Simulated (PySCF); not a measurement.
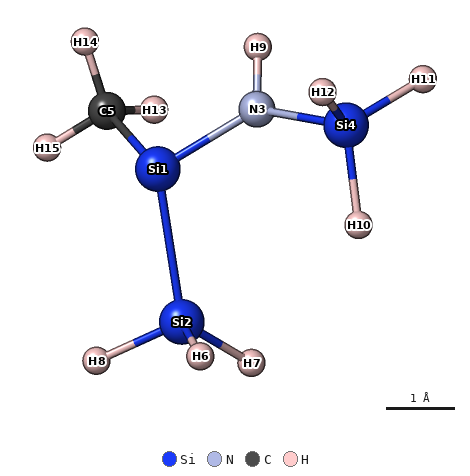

Fig. 1: The starting structure (ball-and-stick view, seen at a tilt; atoms are numbered from 1 in the order of the input). Bond lengths as drawn: C–H 1.09 Å, C–Si 1.95 Å, H–N 1.01 Å, H–Si 1.43 to 1.48 Å, N–Si 1.72 to 1.76 Å and Si–Si 2.29 Å.

## Geometry relaxation of CH$_{10}$NSi$_{3}$

- system: CH$_{10}$NSi$_{3}$, multiplicity 2, SMILES C[Si]([SiH3])N[SiH3]
- method: PBE0-D3(BJ)/def2-SVP geometry optimisation, gas phase (PySCF 2.14.0)

### Log
```
step   0  E = -966.52318064  max force = 0.032888
step   1  E = -966.53300973  max force = 0.003781
step   2  E = -966.53330257  max force = 0.001797
step   3  E = -966.53340210  max force = 0.000728
step   4  E = -966.53349155  max force = 0.000718
step   5  E = -966.53360828  max force = 0.001266
step   6  E = -966.53364871  max force = 0.000863
step   7  E = -966.53369077  max force = 0.000577
step   8  E = -966.53370342  max force = 0.000564
step   9  E = -966.53371538  max force = 0.000279
optimisation converged
```

### Trajectory as extended XYZ (Å, eV, eV/Å), 7 of the 10 frames kept, from step=0 to step=9
```
15
Properties=species:S:1:pos:R:3:forces:R:3 step=0 energy=-26300.43537
Si   -0.3522    0.5117    0.6232   -0.4826   1.5673  -0.5966
Si   -1.6426   -1.3772    0.4897    0.1157  -0.2250   0.0206
N     1.1332    0.3593   -0.2310    1.0674  -0.6873  -0.0702
Si    2.3609   -0.9031   -0.1550   -1.6912   0.3335   0.5173
C    -1.1127    2.1029   -0.2065   -0.0720  -0.7663   0.8173
H    -1.0675   -2.3627    1.4044    0.2704  -0.4615   0.4729
H    -1.8998   -2.1116   -0.7535    0.0571  -0.1220  -0.7236
H    -2.9489   -1.0125    1.0076   -0.8163   0.2861   0.4004
H     1.4788    1.2073   -0.6548    0.0024   0.4345  -0.1227
H     1.5782   -2.1628   -0.0891    0.1190  -0.3017   0.0100
H     3.1227   -0.7914   -1.3611    0.8286  -0.0410  -0.9836
H     3.1919   -0.7760    1.0388    0.5485  -0.0606   0.4720
H    -1.1623    2.0228   -1.2898    0.1243  -0.2004  -0.5114
H    -0.5575    3.0077    0.0481    0.3122   0.1880   0.1252
H    -2.1331    2.2603    0.1437   -0.3834   0.0564   0.1725
15
Properties=species:S:1:pos:R:3:forces:R:3 step=2 energy=-26300.71080
Si   -0.3179    0.6081    0.5730   -0.0519   0.0924  -0.0071
Si   -1.6056   -1.3500    0.5144    0.0056  -0.0637   0.0564
N     1.1992    0.4063   -0.2796    0.0436  -0.0216   0.0230
Si    2.3235   -0.9210   -0.1375    0.0187   0.0156  -0.0392
C    -1.2024    2.0901   -0.1909   -0.0286   0.0313  -0.0281
H    -1.0106   -2.3897    1.4113   -0.0105  -0.0051  -0.0199
H    -1.7840   -1.9572   -0.8460    0.0053   0.0148  -0.0108
H    -2.9557   -0.9952    1.0581   -0.0047   0.0060  -0.0096
H     1.5659    1.2509   -0.7153   -0.0031  -0.0238   0.0317
H     1.5360   -2.1878   -0.0572   -0.0049   0.0046   0.0013
H     3.2002   -0.9312   -1.3463    0.0123  -0.0201  -0.0094
H     3.2031   -0.8481    1.0723    0.0039  -0.0022  -0.0007
H    -1.2899    1.9763   -1.2846    0.0032  -0.0054   0.0071
H    -0.6576    3.0252    0.0171    0.0052  -0.0104  -0.0121
H    -2.2154    2.1977    0.2257    0.0059  -0.0126   0.0174
15
Properties=species:S:1:pos:R:3:forces:R:3 step=3 energy=-26300.71351
Si   -0.3235    0.6189    0.5838    0.0197  -0.0088   0.0003
Si   -1.6048   -1.3499    0.5264   -0.0028  -0.0130   0.0222
N     1.2028    0.4100   -0.2561    0.0149  -0.0244   0.0238
Si    2.3256   -0.9216   -0.1444    0.0025   0.0000  -0.0352
C    -1.2059    2.0909   -0.1993   -0.0302   0.0028  -0.0231
H    -1.0195   -2.3939    1.4256   -0.0102   0.0169  -0.0183
H    -1.7661   -1.9513   -0.8396    0.0044   0.0129   0.0056
H    -2.9643   -0.9945    1.0505    0.0251  -0.0084  -0.0102
H     1.5740    1.2568   -0.6813    0.0090   0.0255   0.0121
H     1.5310   -2.1843   -0.0790   -0.0011  -0.0110   0.0023
H     3.1996   -0.9229   -1.3595   -0.0323   0.0000   0.0375
H     3.2111   -0.8724    1.0630    0.0040   0.0008  -0.0136
H    -1.2903    1.9634   -1.2914   -0.0129  -0.0051  -0.0029
H    -0.6621    3.0284   -0.0023    0.0010   0.0021   0.0011
H    -2.2188    2.1964    0.2184    0.0091   0.0098  -0.0016
15
Properties=species:S:1:pos:R:3:forces:R:3 step=4 energy=-26300.71594
Si   -0.3235    0.6364    0.5971    0.0369  -0.0362  -0.0090
Si   -1.5869   -1.3472    0.5379   -0.0027   0.0304  -0.0192
N     1.2112    0.4236   -0.2290   -0.0142  -0.0067   0.0232
Si    2.3120   -0.9276   -0.1490   -0.0034  -0.0172  -0.0253
C    -1.2138    2.0920   -0.2111   -0.0108  -0.0353  -0.0068
H    -1.0057   -2.3914    1.4371   -0.0020   0.0127   0.0014
H    -1.7251   -1.9401   -0.8343    0.0013   0.0040   0.0077
H    -2.9562   -1.0016    1.0414    0.0206  -0.0115   0.0002
H     1.5951    1.2737   -0.6359    0.0149   0.0275   0.0118
H     1.4957   -2.1779   -0.1056    0.0026  -0.0041   0.0039
H     3.1818   -0.9232   -1.3668   -0.0308   0.0070   0.0309
H     3.2039   -0.9186    1.0545    0.0030   0.0028  -0.0107
H    -1.2998    1.9449   -1.3004   -0.0162  -0.0054  -0.0048
H    -0.6745    3.0352   -0.0311   -0.0006   0.0093   0.0051
H    -2.2255    2.1959    0.2098    0.0013   0.0226  -0.0084
15
Properties=species:S:1:pos:R:3:forces:R:3 step=6 energy=-26300.72022
Si   -0.3231    0.6784    0.6348    0.0108  -0.0419  -0.0238
Si   -1.5410   -1.3322    0.5646    0.0080   0.0385  -0.0444
N     1.2369    0.4622   -0.1411   -0.0325   0.0335   0.0021
Si    2.2699   -0.9421   -0.1660   -0.0073  -0.0214   0.0034
C    -1.2314    2.0819   -0.2474    0.0106  -0.0284   0.0272
H    -0.9677   -2.3648    1.4799    0.0074  -0.0015   0.0183
H    -1.6179   -1.9193   -0.8143   -0.0095  -0.0124   0.0049
H    -2.9328   -1.0180    1.0192   -0.0034  -0.0007   0.0120
H     1.6650    1.3239   -0.4743    0.0156   0.0015   0.0158
H     1.3946   -2.1522   -0.2026    0.0022   0.0048   0.0064
H     3.1289   -0.8949   -1.3876    0.0026   0.0043  -0.0091
H     3.1725   -1.0613    1.0229    0.0021   0.0042   0.0014
H    -1.3216    1.8738   -1.3263   -0.0027  -0.0018  -0.0023
H    -0.7019    3.0395   -0.1209    0.0000   0.0067  -0.0060
H    -2.2416    2.1993    0.1734   -0.0039   0.0146  -0.0058
15
Properties=species:S:1:pos:R:3:forces:R:3 step=8 energy=-26300.72170
Si   -0.3250    0.6779    0.6330   -0.0290   0.0070  -0.0008
Si   -1.5388   -1.3300    0.5627    0.0080  -0.0193   0.0117
N     1.2465    0.4736   -0.1173    0.0088  -0.0050  -0.0140
Si    2.2625   -0.9430   -0.1742    0.0044   0.0102   0.0047
C    -1.2320    2.0752   -0.2580    0.0014   0.0210  -0.0047
H    -0.9601   -2.3489    1.4922    0.0006   0.0009  -0.0067
H    -1.6259   -1.9386   -0.8061   -0.0040  -0.0026   0.0005
H    -2.9275   -1.0143    1.0266   -0.0010   0.0077  -0.0018
H     1.6961    1.3413   -0.4041   -0.0001  -0.0007   0.0115
H     1.3724   -2.1402   -0.2399   -0.0030  -0.0001   0.0001
H     3.1251   -0.8746   -1.3927    0.0020  -0.0065  -0.0037
H     3.1611   -1.0992    1.0136    0.0025   0.0005  -0.0014
H    -1.3294    1.8524   -1.3336    0.0016   0.0013   0.0011
H    -0.6963    3.0322   -0.1511    0.0046  -0.0064  -0.0026
H    -2.2400    2.2102    0.1633    0.0032  -0.0082   0.0061
15
Properties=species:S:1:pos:R:3:forces:R:3 step=9 energy=-26300.72203
Si   -0.3286    0.6757    0.6277   -0.0143   0.0071   0.0027
Si   -1.5400   -1.3336    0.5610    0.0005  -0.0095   0.0119
N     1.2481    0.4759   -0.1134    0.0124  -0.0144  -0.0107
Si    2.2618   -0.9421   -0.1763    0.0009   0.0073   0.0016
C    -1.2309    2.0767   -0.2616   -0.0005   0.0086  -0.0106
H    -0.9573   -2.3484    1.4925    0.0001   0.0015  -0.0054
H    -1.6377   -1.9505   -0.8034    0.0006   0.0022  -0.0003
H    -2.9256   -1.0120    1.0312    0.0015   0.0015  -0.0026
H     1.7040    1.3461   -0.3815   -0.0028   0.0040   0.0064
H     1.3674   -2.1359   -0.2460   -0.0007  -0.0008  -0.0003
H     3.1251   -0.8736   -1.3948   -0.0026  -0.0039   0.0015
H     3.1604   -1.1047    1.0107    0.0020   0.0008  -0.0020
H    -1.3331    1.8532   -1.3366   -0.0014   0.0012   0.0015
H    -0.6885    3.0302   -0.1586    0.0026  -0.0032   0.0036
H    -2.2363    2.2172    0.1637    0.0017  -0.0026   0.0028
```

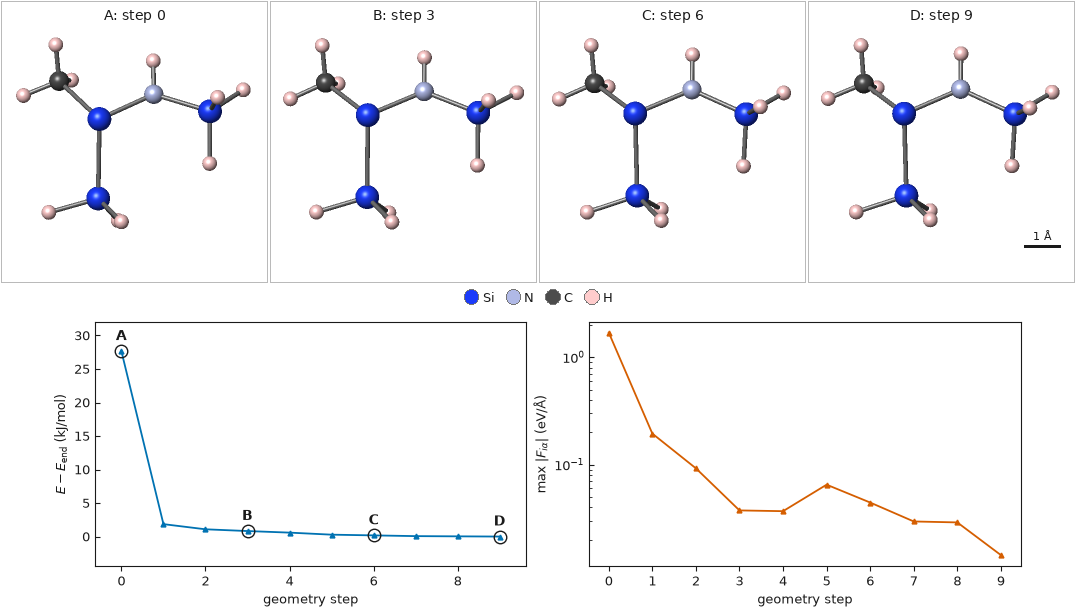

Fig. 2: Frames of the relaxation (ball-and-stick view, seen at a tilt) above the curves, on which the letters mark them (steps are counted from 0).

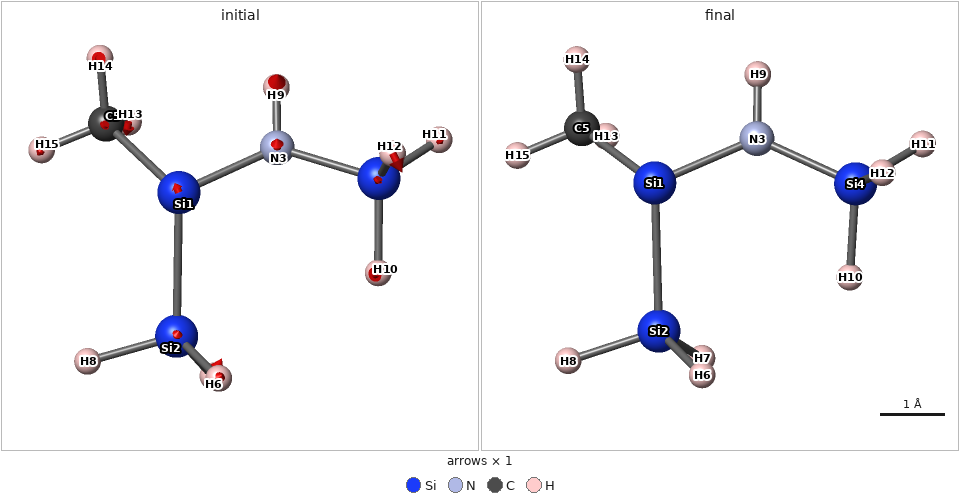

Fig. 3: Before (left) and after (right) the relaxation, at one scale (ball-and-stick view, seen at a tilt). The red arrows give the displacements, at true length. Over 9 geometry steps the energy falls by 27.7 kJ/mol. Largest force component: 1.7 eV/Å at the start, 0.014 eV/Å at the end. H9 moves most after the best rigid fit: 0.39 Å. Largest moves by element: H 0.39 Å, N 0.20 Å, Si 0.16 Å, C 0.13 Å. Distances before and after: Si4–H11 1.431 → 1.495 Å, Si1–C5 1.949 → 1.889 Å, Si1–Si2 2.292 → 2.347 Å, Si2–H8 1.452 → 1.498 Å. Among the angles that change: Si1–Si2–H7 124.1° → 114.3°, N3–Si1–C5 101.4° → 108.4°, H11–Si4–H12 112.3° → 107.7°. (Atoms are counted from 1 in the order of the input.)

The run was set up as follows.

### The input
```
{"job": {"xc": "PBE0", "basis": "def2-SVP", "d3": "d3bj", "grid": 2, "kind": "geom", "shake": 0.01}, "charge": 0, "multiplicity": 2}
Si    -0.352154     0.511684     0.623218
Si    -1.642585    -1.377219     0.489696
N      1.133220     0.359285    -0.230973
Si     2.360873    -0.903077    -0.154977
C     -1.112730     2.102872    -0.206530
H     -1.067483    -2.362732     1.404435
H     -1.899788    -2.111636    -0.753504
H     -2.948895    -1.012450     1.007577
H      1.478756     1.207341    -0.654776
H      1.578242    -2.162843    -0.089124
H      3.122693    -0.791375    -1.361093
H      3.191865    -0.776010     1.038771
H     -1.162315     2.022782    -1.289775
H     -0.557491     3.007703     0.048050
H     -2.133132     2.260303     0.143675
```

The first line tells a small driver script what to run in PySCF; the rest is the geometry in Å.

Command:
```bash
OMP_NUM_THREADS=1 python <driver script> task.json out
```

### Key numbers

| quantity | value |
| --- | --- |
| outcome | converged |
| total energy | −966.533715 hartree |
| ⟨S²⟩ | 0.753 |
| dipole moment | 1.84 D |
| point group | C1 |
| hardware | 1 CPU thread, shared host |
| wall time | 2.9 min |
| peak memory | 0.68 GiB |
